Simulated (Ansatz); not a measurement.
# C₂H₃FSi (SMILES C#C[SiH2]F): energies and forces away from the minimum

Aim: displace all atoms at random from the minimum and see how well density functionals give the CCSD(T) energy and forces there.

Program: Ansatz 0.2.0, Gaussian basis. Level of theory: single points with forces in def2-TZVPP. These are calculated values, not measurements.

Levels: PBE-D4, r2SCAN-D4, PBE0-D4, wB97M-V, Hartree-Fock, MP2, CCSD, CCSD(T). Each coordinate is moved by a Gaussian draw of the width named (0.7 of it for atoms other than hydrogen): 0.12, 0.09 Å.

Correlated methods freeze the cores.

13 further runs of the same task are left out: 13 set aside as unsound or not needed.

## (1) The starting structure

The minimum, relaxed at PBE0-D4: SMILES `C#C[SiH2]F`, 7 atoms, charge 0, spin multiplicity 1.

Atoms are counted from 1 here; the program's logs count them from 0.

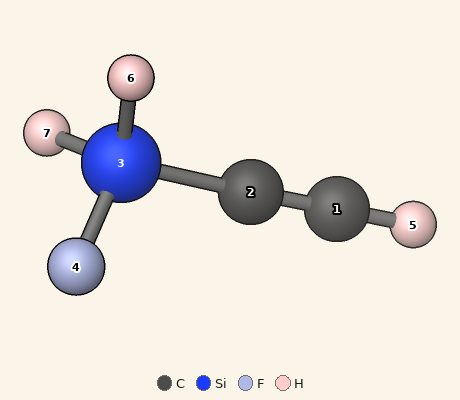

As it starts; carbon dark grey, silicon blue, fluorine light blue, hydrogen pink; atoms are numbered from 1 in the order of the file.

Coordinates:

| atom | x (Å) | y (Å) | z (Å) |
| --- | --- | --- | --- |
| C1 | -0.3275 | -1.8395 | -0.6388 |
| C2 | -0.1227 | -0.7155 | -0.2534 |
| Si3 | 0.2078 | 0.9607 | 0.3640 |
| F4 | -0.4118 | 2.0242 | -0.6512 |
| H5 | -0.5107 | -2.8320 | -0.9831 |
| H6 | -0.4409 | 1.1460 | 1.6795 |
| H7 | 1.6668 | 1.1880 | 0.4371 |

Energies of the minimum (eV), from earlier single points: PBE-D4 -12710.01057, r2SCAN-D4 -12716.38747, PBE0-D4 -12710.92553, B3LYP-D4 -12720.47760, wB97M-V -12717.46821, CCSD(T) -12698.77363.

## (2) Structure 1, width 0.12 Å

Input file ccsdt-tzvpp/in.yaml:

```yaml
crystal:
  periodic: [false, false, false]
  atoms:
    - {symbol: C, position_ang: [-0.397453, -1.777385, -0.660060]}
    - {symbol: C, position_ang: [-0.143193, -0.653705, -0.325085]}
    - {symbol: Si, position_ang: [0.358757, 0.939459, 0.317485]}
    - {symbol: F, position_ang: [-0.206413, 1.964375, -0.697599]}
    - {symbol: H, position_ang: [-0.417321, -2.683846, -1.042324]}
    - {symbol: H, position_ang: [-0.660078, 0.967825, 1.591720]}
    - {symbol: H, position_ang: [1.772734, 1.286742, 0.332526]}
basis:
  gaussian: {orbitals: def2-TZVPP}
correlation: {method: ccsd_t}
output: {forces: true}
```

No record of the launch command was kept for these runs.

Standard output, cut to the lines that bear on the results:

```text
Functional definition: HF
  name "HF"
  cite "Fock, Z. Phys. 61, 126 (1930) doi:10.1007/BF01340294"
  parent pbe
[...]
1065 factors; integrals over basis functions are off by at most 8.0e-4 eV
[...]
mean field -12678.48840175 eV, -465.9258549763 hartree, gradient 2.1e-6 eV, S^2 0.000000; 0 other end points of the search recorded, 0 dependent functions left out
8 core orbitals not correlated: weight in the atoms' cores, before any rotation towards them, 1.000 or more for the frozen orbitals, at most 0.000 for the correlated occupied ones
reference -12678.48840175 eV, -465.9258549763 hartree; 11, 11 occupied and 158, 158 virtual orbitals, 1065 factors
second order -18.13160318 eV of doubles, -0.00000000 eV of singles
cycle   1  -18.17073731 eV  change   -3.9e-2 eV  update   1.0e-1
[...]
cycle  11  -18.76837419 eV  change    9.1e-6 eV  update   3.8e-6
perturbative correction -0.75830668 eV, -0.0278672564 hartree
[...]
working
working
working
Total energy: -12698.01508262 eV, -466.6434472626 hartree
Atom 0 at    -0.397453    -1.777385    -0.660060 Å, force     0.215589     1.932142     0.724459 eV/Å
Atom 1 at    -0.143193    -0.653705    -0.325085 Å, force     0.843056     0.696466     0.309979 eV/Å
Atom 2 at     0.358757     0.939459     0.317485 Å, force    -2.032276    -0.449777     2.243103 eV/Å
Atom 3 at    -0.206413     1.964375    -0.697599 Å, force    -0.723711     1.660509    -1.265176 eV/Å
Atom 4 at    -0.417321    -2.683846    -1.042324 Å, force    -0.507433    -3.842776    -1.453745 eV/Å
Atom 5 at    -0.660078     0.967825     1.591720 Å, force     1.853167     0.368017    -1.105256 eV/Å
Atom 6 at     1.772734     1.286742     0.332526 Å, force     0.351608    -0.364581     0.546637 eV/Å
Dipole moment:     0.225221    -0.264055     0.100779 e Å
```

Wall time 4.2 min (2 threads, shared host); peak memory 3 GiB.

The other levels were run on the same coordinates; their logs were not kept, and their results stand in the tables.

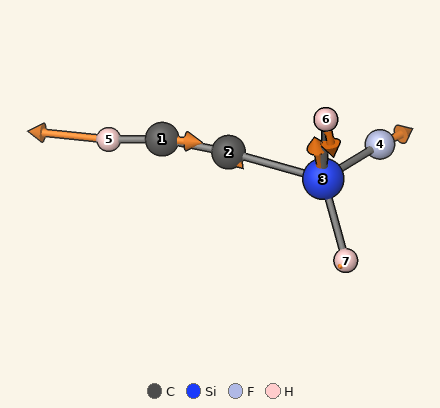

Forces at CCSD(T); the longest arrow is 4.14 eV/Å.

| method | RMS force component (eV/Å) | RMS error against CCSD(T) (eV/Å) | angle to CCSD(T) forces (°) | dipole (D) |
| --- | --- | --- | --- | --- |
| PBE-D4 | 1.513 | 0.231 | 8.3 | 1.63 |
| r2SCAN-D4 | 1.468 | 0.266 | 10.4 | 1.70 |
| PBE0-D4 | 1.511 | 0.380 | 14.5 | 1.73 |
| wB97M-V | 1.547 | 0.461 | 17.2 | 1.74 |
| CCSD(T) | 1.420 | reference | reference | 1.74 |

## (3) Structure 2, width 0.09 Å

Input file ccsdt-tzvpp/in.yaml:

```yaml
crystal:
  periodic: [false, false, false]
  atoms:
    - {symbol: C, position_ang: [-0.284552, -1.830203, -0.649342]}
    - {symbol: C, position_ang: [-0.166274, -0.760867, -0.383472]}
    - {symbol: Si, position_ang: [0.162200, 0.861885, 0.444002]}
    - {symbol: F, position_ang: [-0.353758, 2.080221, -0.744784]}
    - {symbol: H, position_ang: [-0.629800, -2.774109, -0.961475]}
    - {symbol: H, position_ang: [-0.377338, 1.158033, 1.706133]}
    - {symbol: H, position_ang: [1.619298, 1.129040, 0.355492]}
basis:
  gaussian: {orbitals: def2-TZVPP}
correlation: {method: ccsd_t}
output: {forces: true}
```

Standard output, cut to the lines that bear on the results:

```text
[... 4 set-up lines as earlier in the session ...]
[...]
1063 factors; integrals over basis functions are off by at most 1.1e-3 eV
[...]
mean field -12677.94705505 eV, -465.9059608519 hartree, gradient 5.9e-6 eV, S^2 0.000000; 0 other end points of the search recorded, 0 dependent functions left out
8 core orbitals not correlated: weight in the atoms' cores, before any rotation towards them, 1.000 or more for the frozen orbitals, at most 0.000 for the correlated occupied ones
reference -12677.94705505 eV, -465.9059608519 hartree; 11, 11 occupied and 158, 158 virtual orbitals, 1063 factors
second order -18.00665344 eV of doubles, -0.00000000 eV of singles
cycle   1  -18.09402535 eV  change   -8.7e-2 eV  update   9.8e-2
[...]
cycle  11  -18.66424026 eV  change    8.4e-6 eV  update   2.6e-6
perturbative correction -0.72841736 eV, -0.0267688441 hartree
[...]
working
working
working
Total energy: -12697.33971267 eV, -466.6186278746 hartree
Atom 0 at    -0.284552    -1.830203    -0.649342 Å, force    -2.296282   -13.778714    -3.830140 eV/Å
Atom 1 at    -0.166274    -0.760867    -0.383472 Å, force     1.833635    14.800607     4.865813 eV/Å
Atom 2 at     0.162200     0.861885     0.444002 Å, force     0.602697     2.250573    -5.167543 eV/Å
Atom 3 at    -0.353758     2.080221    -0.744784 Å, force     0.574385    -2.387291     2.637420 eV/Å
Atom 4 at    -0.629800    -2.774109    -0.961475 Å, force     0.273733    -0.622376    -0.128416 eV/Å
Atom 5 at    -0.377338     1.158033     1.706133 Å, force    -0.829666     0.006551     1.164827 eV/Å
Atom 6 at     1.619298     1.129040     0.355492 Å, force    -0.158502    -0.269351     0.458039 eV/Å
Dipole moment:     0.000246    -0.486096     0.381460 e Å
```

It took 4.5 min on 2 threads, shared host; peak memory 3 GiB.

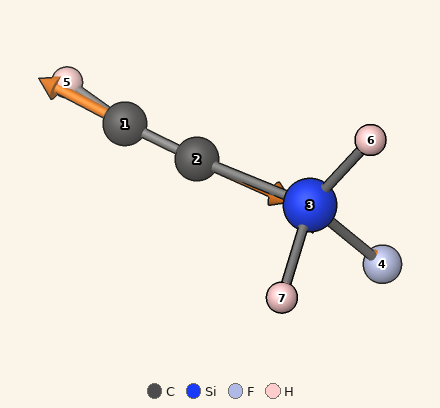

Forces at CCSD(T); the longest arrow is 15.69 eV/Å.

| method | RMS force component (eV/Å) | RMS error against CCSD(T) (eV/Å) | angle to CCSD(T) forces (°) | dipole (D) |
| --- | --- | --- | --- | --- |
| PBE-D4 | 4.743 | 0.258 | 2.5 | 2.81 |
| r2SCAN-D4 | 4.628 | 0.292 | 1.3 | 2.92 |
| PBE0-D4 | 4.543 | 0.382 | 1.7 | 2.97 |
| wB97M-V | 4.460 | 0.450 | 1.3 | 2.98 |
| CCSD(T) | 4.898 | reference | reference | 2.97 |

## (4) All structures together

Energy above the minimum (kJ/mol):

| structure | width (Å) | PBE-D4 | r2SCAN-D4 | PBE0-D4 | wB97M-V | Hartree-Fock | MP2 | CCSD | CCSD(T) |
| --- | --- | --- | --- | --- | --- | --- | --- | --- | --- |
| 1 | 0.12 | 70.9 | 69.3 | 69.0 | 71.2 | 71.3 | 75.1 | 72.5 | 73.2 |
| 2 | 0.09 | 126.4 | 128.4 | 126.5 | 120.9 | 123.6 | 139.4 | 134.8 | 138.4 |

Miss and cost, level by level (times from a shared host):

| method | mean energy error from CCSD(T) (kJ/mol) | mean time a point |
| --- | --- | --- |
| PBE-D4 | 7.2 | 2.7 s |
| r2SCAN-D4 | 6.9 | 4.8 s |
| PBE0-D4 | 8.0 | 3.9 s |
| wB97M-V | 9.7 | 8.8 s |
| Hartree-Fock | 8.3 | part of the CCSD(T) run |
| MP2 | 1.4 | part of the CCSD(T) run |
| CCSD | 2.1 | part of the CCSD(T) run |
| CCSD(T) | 0 | 4.3 min |

The best functional, r2SCAN-D4, misses by 6.9 kJ/mol and takes 4.8 s a point, against 4.3 min for CCSD(T).

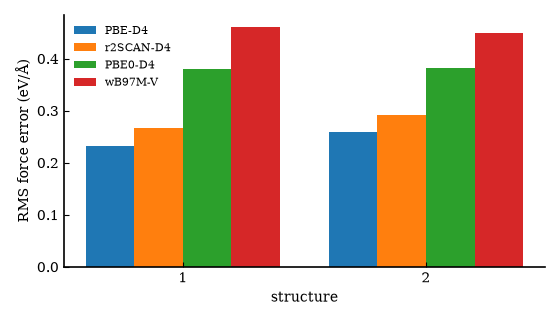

Force errors against CCSD(T).

## (5) What came out

```
                         quantity                                                                                            value
energy above the minimum, CCSD(T)                                                                               73.2, 138.4 kJ/mol
                mean energy error  PBE-D4 7.2, r2SCAN-D4 6.9, PBE0-D4 8.0, wB97M-V 9.7, Hartree-Fock 8.3, MP2 1.4, CCSD 2.1 kJ/mol
             mean RMS force error                                 PBE-D4 0.245, r2SCAN-D4 0.279, PBE0-D4 0.381, wB97M-V 0.455 eV/Å
            largest T1 diagnostic                                                                                            0.012
```

What this shows: In energy MP2 is nearest to CCSD(T) and wB97M-V farthest. For forces PBE-D4 is best, off by 8 % of the typical force, and wB97M-V worst (14 %); with few structures and a triple-zeta reference, gaps of a few points rank nothing.
